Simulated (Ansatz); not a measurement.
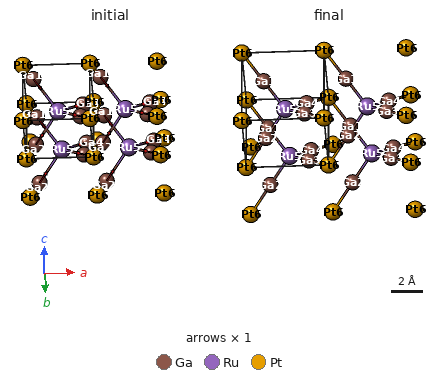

The structure of crystalline Ga₄RuPt (a generated structure, set up in P-43m) (coarse preliminary run) before (left) and after (right) a relaxation, at one scale. The red arrows give the displacements (the part carried along by the change of the cell is left out), at their true length.

Style: ball-and-stick. Shown: the cell of the calculation, repeated 2 × 2 × 1 with one cell outlined, from a free direction.

These are results of DFT PBE, scalar-relativistic, plane waves, PAW in Ansatz 0.2.0, not measurements.

Input
```yaml
crystal:
  lattice:
    - [4.44412043, 0.0, 0.0]
    - [0.0, 4.44412043, 0.0]
    - [0.0, 0.0, 4.44412043]
  atoms:
    - { symbol: Ga, position: [0.14920963, 0.14920963, 0.85079037] }
    - { symbol: Ga, position: [0.14920963, 0.85079037, 0.14920963] }
    - { symbol: Ga, position: [0.85079037, 0.14920963, 0.14920963] }
    - { symbol: Ga, position: [0.85079037, 0.85079037, 0.85079037] }
    - { symbol: Ru, position: [0.5, 0.5, 0.5] }
    - { symbol: Pt, position: [0.0, 0.0, 0.0] }
basis:
  ecutwfc: 420
kpoints:
  mp_grid: { grid: [4, 4, 4] }
hamiltonian:
  xc: pbe
scf:
  occupations: { method: gaussian, width: 0.1 }
  lower_state_search: "off"
output:
  forces: true
  stress: true
  eigenvalues: true
relax:
  adjacent_minimum: "off"
  f_tol: 0.04
  max_steps: 70
  cell: { stress_tol: 0.4 }
```

Command:
```bash
ansatz run input.yaml --threads 1 --pin off --max-ram 2560MiB --backend cpu --events-out ev --progress --plain --runs-dir out
```

Question: Summarise the run.

Answer: After 11 accepted moves (13 points after the start) the energy has fallen by 68629 meV per atom. Largest force component: 260 eV/Å at the start, 0.0015 eV/Å at the end. The pressure goes from 1242.86 to 0.28 GPa. The SCF was repeated twice at an unchanged geometry on a basis and grid sized afresh for the cell, which shifted the energy by 198 meV per atom at most. The largest moves relative to the cell, 0.97 Å, are those of Ga1, Ga2, Ga3 and Ga4. Ga4 goes along [−1 −1 −1]. Ru and Pt stay in place. The volume changes by +84.1 %, with a = b = c 4.444 → 5.446 Å (+22.6 %). Near-neighbour distances that change, for instance: Ga1–Ga2 1.876 → 3.888 Å, Ga1–Pt6 1.149 → 2.381 Å, Ga1–Ru5 2.700 → 2.336 Å. The space group stays P-43m (No. 215).
